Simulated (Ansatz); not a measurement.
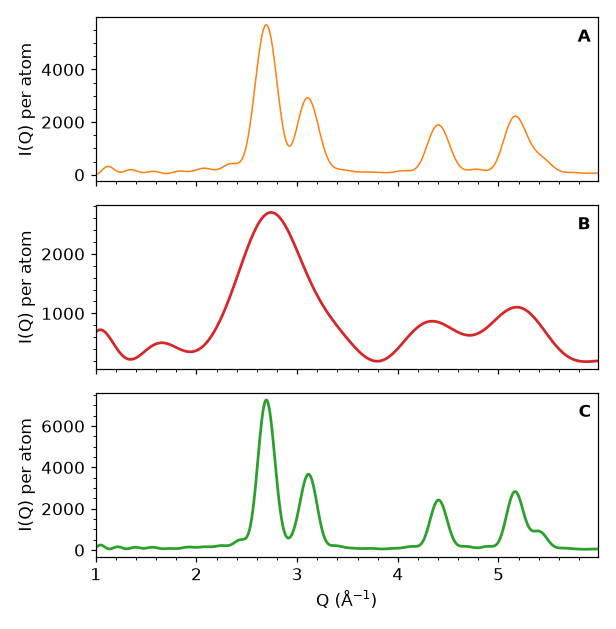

X-ray scattering of spheres cut from the crystal structure of Pd (Fm-3m, a = 4.032 Å, b = 4.032 Å, c = 4.032 Å, α = 90.00°, β = 90.00°, γ = 90.00°), calculated atom by atom with the Debye equation (B = 0.5 Å², no relaxation of the surface). Basis of the simulation: the input geometry of an electronic-structure calculation (not necessarily at equilibrium).

The spheres are 10, 28 and 36 Å across. Which curve is which?

curve A: 28 Å (683 atoms); curve B: 10 Å (43 atoms); curve C: 36 Å (1481 atoms). Peak widths go roughly as 2π/D, so the largest sphere has the sharpest peaks.

Index the main peaks of the largest sphere.

Q ≈ 2.69 Å⁻¹: 111; Q ≈ 3.11 Å⁻¹: 200; Q ≈ 4.40 Å⁻¹: 220; Q ≈ 5.17 Å⁻¹: 311.
